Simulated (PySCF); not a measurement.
Consider Al2F4HN.

```xyz
8

Al    0.5074   -0.7938   -1.3491
F     0.0734   -0.9327   -2.9381
F     1.8252   -1.6318   -0.8154
N    -0.4369    0.2286   -0.2578
Al   -0.2476    0.6537    1.4493
F     1.0349    0.1115    2.3347
F    -1.3670    1.6191    2.1892
H    -1.2510    0.6597   -0.6966
```

Geometry: PBE0-D3(BJ)/def2-SVP.

Level of theory: PBE0/pcSseg-1 Al:pcSseg-2, SCF density, gas phase, non-relativistic (PySCF).

What will maps of the electron density and electron localisation function show?

Answer. Al–F (1.65 Å): ρ at the midpoint is about 0.93 e/Å³; the ELF peaks at about 0.85 in the valence shell of F, 0.5 Å from its nucleus, and is about 0.35 at the midpoint.
Al–N (1.77 Å): ρ is about 0.9 e/Å³ halfway; the ELF peaks at about 0.90 in the valence shell of N, 0.7 Å from its nucleus, and is about 0.70 at the midpoint.
N–H (1.02 Å): ρ at the midpoint is about 2.7 e/Å³; the ELF climbs to about 1 towards the hydrogen, as it does in any bond to H; an ordinary covalent bond to hydrogen.

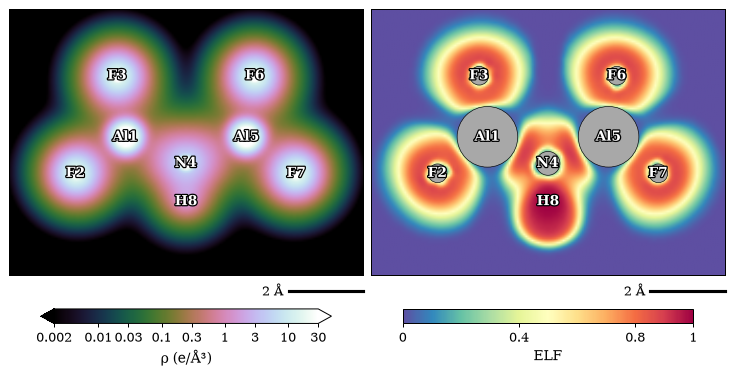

Computed electron density and electron localisation function on the molecular plane, in this order. Grey discs cover the atomic cores in the ELF map. 
